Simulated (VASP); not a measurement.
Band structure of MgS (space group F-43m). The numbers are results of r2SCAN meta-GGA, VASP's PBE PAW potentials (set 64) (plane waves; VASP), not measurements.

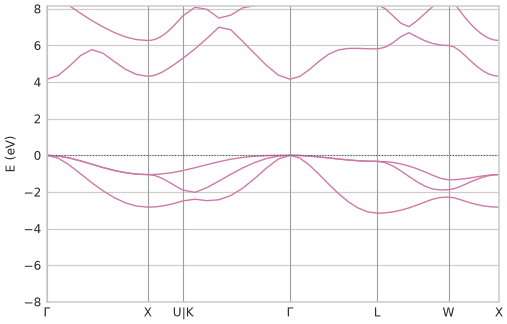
*Bands along high-symmetry lines, zero at the valence-band maximum or, without a gap, the Fermi level*

Q: Read the plot: is there a gap, and where are the band edges?

A: The gap is direct, 4.15 eV, from the valence maximum at Γ to the conduction minimum at Γ.

The structure comes from a computed database's MgS entry (F-43m); how it stands against other phases isn't given here. It was relaxed first.
